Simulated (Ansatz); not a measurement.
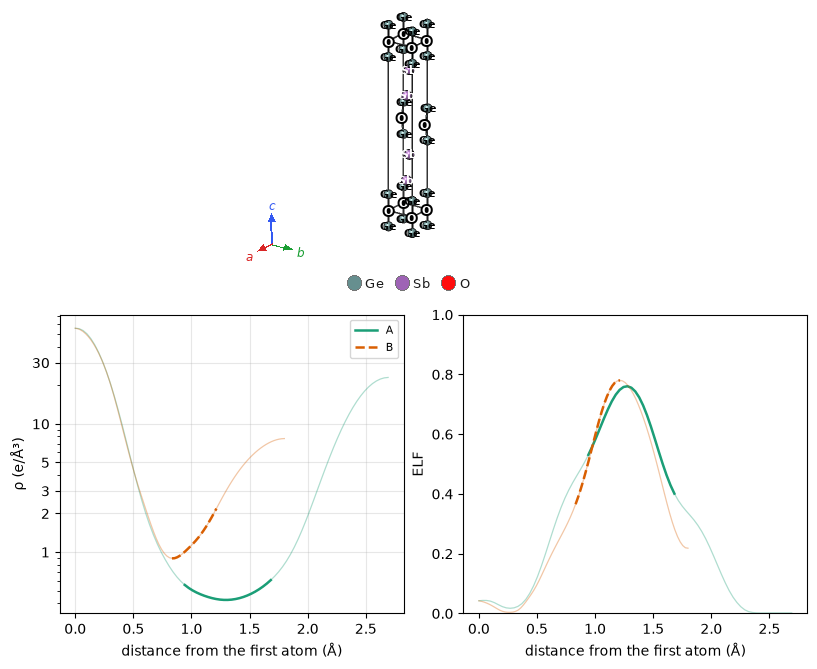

Ge2Sb2O. Valence charge density (pseudo) and electron localisation function along straight lines between neighbouring atoms. Thin, pale parts lie inside the atomic spheres. The structure is drawn too.

Space group P1; a generated structure, not necessarily the stable one; changed on purpose from its base cell (the structure that the rattled cell fell into).

Computed with DFT PBE, scalar-relativistic, plane waves, PAW (Ansatz 0.2.0).

The density is the valence pseudo-density of a PAW calculation; it isn't the true density close to the nuclei.

Input

```
crystal:
  lattice:
    - [4.1927583111, 0.0, 0.0]
    - [2.0911389037, 3.6381077314, 0.0]
    - [0.0484443109, 0.0429180492, 18.4869621804]
  atoms:
    - { symbol: Ge, position: [0.9863763856, 0.9941769721, 0.0950460942] }
    - { symbol: Ge, position: [0.981740802, 0.0026822514, 0.5951680926] }
    - { symbol: Ge, position: [0.9847481178, 0.0025070476, 0.4048156193] }
    - { symbol: Ge, position: [0.985449004, 0.9938244823, 0.9050039189] }
    - { symbol: Sb, position: [0.6493604944, 0.6701665056, 0.3403080277] }
    - { symbol: Sb, position: [0.6511513335, 0.6596448083, 0.8404398285] }
    - { symbol: Sb, position: [0.3181125908, 0.3261684201, 0.159515946] }
    - { symbol: Sb, position: [0.3126214571, 0.336336298, 0.6597406384] }
    - { symbol: O, position: [0.0448778522, 0.0442770339, 0.9999637537] }
    - { symbol: O, position: [0.0855619626, 0.9702161807, 0.4999980806] }
basis:
  ecutwfc: 420
kpoints:
  mp_grid: { grid: [10, 10, 2] }
hamiltonian:
  xc: pbe
scf:
  occupations: { method: gaussian, width: 0.02 }
output:
  forces: true
  stress: true
  eigenvalues: true
  write_density: true
  write_potential: true
  elf: true
  volumetric_format: npy
relax:
  adjacent_minimum: "off"
  f_tol: 0.01
  max_steps: 80
  cell: { stress_tol: 0.05 }
```

Launched as:

```sh
ansatz run input.yaml --threads 1 --pin off --max-ram 2560MiB --backend cpu --events-out ev --progress --plain --runs-dir out
```

Below, planes, directions and counts refer to the conventional cell (a = 4.19 Å, b = 4.19 Å, c = 18.53 Å, α = 89.96°, β = 89.98°, γ = 60.05°).

The fields are those of the run's last geometry, not of the input's.

Which curve belongs to which contact (Ge–O and Ge–Sb)? The first atom named is at distance zero.

Curve A: Ge–Sb (2.69 Å): the density is about 0.43 e/Å³ at the midpoint; the ELF peaks at about 0.75 between the atoms: localised, covalent bonding. Curve B: Ge–O (1.80 Å): ρ is about 0.94 e/Å³ halfway; the ELF peaks at about 0.80 in the valence shell of O, 0.6 Å from its nucleus, and is about 0.45 at the midpoint.
